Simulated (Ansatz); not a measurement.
Band structure of LuHO2 (Pmn2_1, 8 atoms in the cell).

```
CELL_PARAMETERS angstrom
      3.35851     0.00000     0.00000
      0.00000     4.72909     0.00000
      0.00000     0.00000     5.30650
ATOMIC_POSITIONS crystal
  Lu 0.00000 0.72145 0.98413
  Lu 0.50000 0.27855 0.48413
  H  0.50000 0.18768 0.96171
  H  0.00000 0.81232 0.46171
  O  0.50000 0.01517 0.85082
  O  0.00000 0.98483 0.35082
  O  0.00000 0.51551 0.62612
  O  0.50000 0.48449 0.12612
```

Computed with LDA (PW92), PAW files made with PBE (plane waves; Ansatz, an electronic-structure program).

Settings: kpoints.mp_grid.grid = 7 5 4; hamiltonian.xc = lda; hamiltonian.pseudopotentials = {kind: paw} (the program's default PAW files); scf.occupations.method = fermi_dirac; scf.occupations.width = 0.01 eV; kpoints.band_path.npoints = 8.

The starting cell comes from a database of computed structures (which also holds hypothetical and non-ambient phases and stackings), without a prior relaxation at this level. Spin-orbit coupling is off.

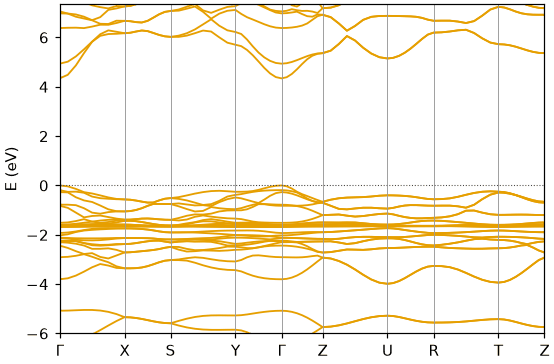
Figure. Bands along the path, energies from the top of the valence band on the path.

Task: Read off roughly the gap and where its edges lie.

Result: The gap along the path is about 4.3 eV (computed: 4.34 eV), direct at Γ to within 0.01 eV.

Levels in eV from the top of the valence band on the path, bands 35 to 42:
```json
[
 {"point": "Γ", "35": "-0.78", "36": "-0.27", "37": "-0.19", "38": "0.00", "39": "4.34", "40": "4.94", "41": "6.38", "42": "6.98"},
 {"point": "X", "35": "-1.05", "36": "-1.05", "37": "-0.57", "38": "-0.57", "39": "6.17", "40": "6.17", "41": "6.67", "42": "6.67"},
 {"point": "S", "35": "-0.75", "36": "-0.75", "37": "-0.51", "38": "-0.51", "39": "6.02", "40": "6.02", "41": "7.07", "42": "7.07"},
 {"point": "Y", "35": "-0.96", "36": "-0.49", "37": "-0.38", "38": "-0.26", "39": "5.70", "40": "6.22", "41": "7.12", "42": "7.27"},
 {"point": "Z", "35": "-0.70", "36": "-0.70", "37": "-0.66", "38": "-0.66", "39": "5.36", "40": "5.36", "41": "6.92", "42": "6.92"},
 {"point": "U", "35": "-0.94", "36": "-0.94", "37": "-0.40", "38": "-0.40", "39": "5.15", "40": "5.15", "41": "6.88", "42": "6.88"},
 {"point": "R", "35": "-0.82", "36": "-0.82", "37": "-0.56", "38": "-0.56", "39": "6.20", "40": "6.20", "41": "6.68", "42": "6.68"},
 {"point": "T", "35": "-0.28", "36": "-0.28", "37": "-0.25", "38": "-0.25", "39": "5.73", "40": "5.73", "41": "7.24", "42": "7.24"}
]
```

Keys are those of Ansatz 0.2.
